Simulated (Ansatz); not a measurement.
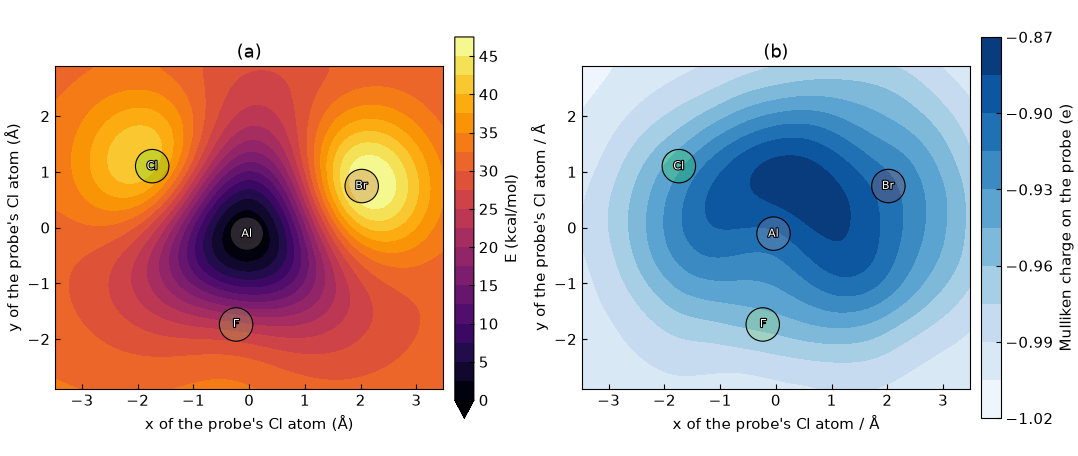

AlBrClF (SMILES [F][Al]([Cl])[Br]) with the probe Cl-. 
- The probe is moved over a plane parallel to the molecule's main plane, 2.70 Å above it.
- Coordinates scanned: (1) x of the probe's Cl atom; (2) y of the probe's Cl atom.
- Nothing is relaxed (molecule and probe rigid).
- Grid: 13 × 11 points.
- Points are written as (first, second).
- All energies are given in kcal/mol relative to the lowest grid point.
- Computed with RHF/def2-SVPD in Ansatz 0.2.0.

Panel (a) is the energy and panel (b) the computed Mulliken charge on the probe on the same grid.

The picture shows filled contours, labelled circles for the molecule's atoms, projected on the plane. Between grid points the surface is interpolated.

### How does the Mulliken charge on the probe vary over the map, and what is it at the lowest grid point?

Leaving out the highest fifth of the energies, it runs from −1.01 e at (−3.48 Å, 2.90 Å) [nearest 1 Cl at 3.68 Å] to −0.88 e at (0.58 Å, 0.58 Å) [nearest 1 Al at 2.85 Å]. At the lowest grid point, (0.00 Å, 0.00 Å) [nearest 1 Al at 2.70 Å], it is −0.90 e.
